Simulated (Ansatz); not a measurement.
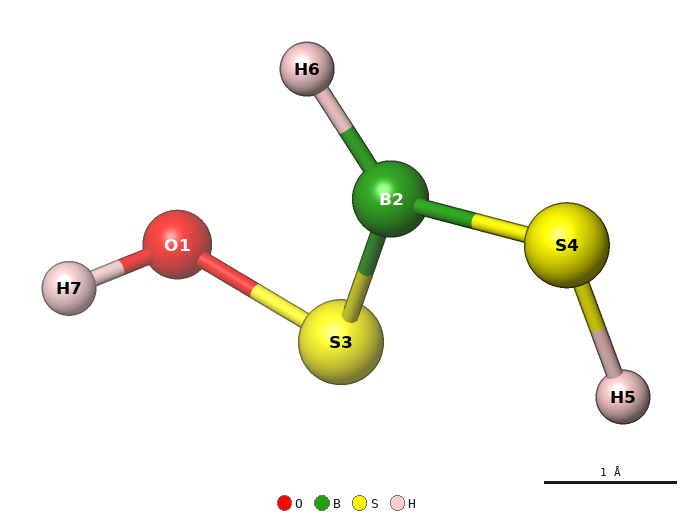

Orthographic view. Distant atoms are faded towards the background colour. The computed structure is the end point of a PBE0-D4/def2-TZVP optimisation. No frequency run is at hand to confirm it as a minimum.

Write a Z-matrix (Å, degrees) in the order of the atom numbers, with these reference atoms: 2 to 1; 3 to 1, 2; 4 to 2, 3, 1; 5 to 4, 2, 3; 6 to 2, 3, 1; 7 to 1, 3, 2.

```
O  
B    1   2.714
S    1   1.659   2    39.1
S    2   1.787   3   121.1   1  -177.5
H    4   1.346   2    98.8   3     0.1
H    2   1.190   3   120.6   1     2.4
H    1   0.963   3   107.6   2   -91.8
```
